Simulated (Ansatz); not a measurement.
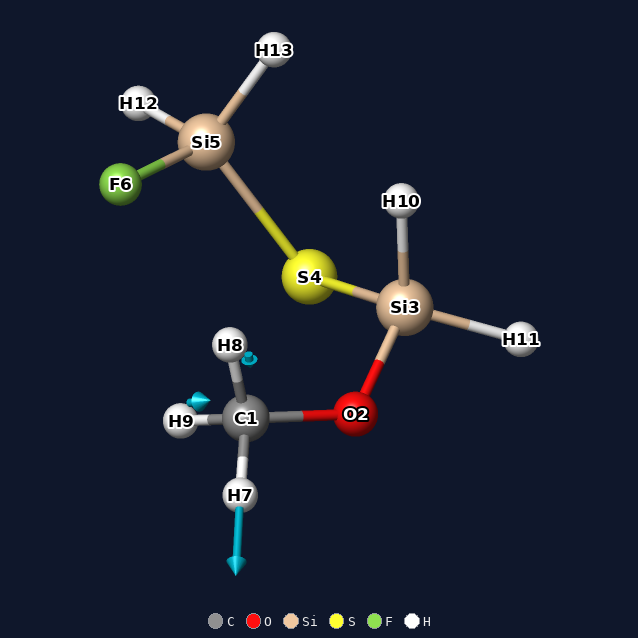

The arrows show one normal mode. Harmonic vibrations computed with RKS PBE0-D4/def2-TZVP (Ansatz 0.2.0) at a stationary point of the same level.

Describe the motion.

Answer. Mostly C–H stretching.

Estimate its harmonic wavenumber.

Answer. 3137 cm⁻¹; it is mode 33 of 33 counted from the lowest.
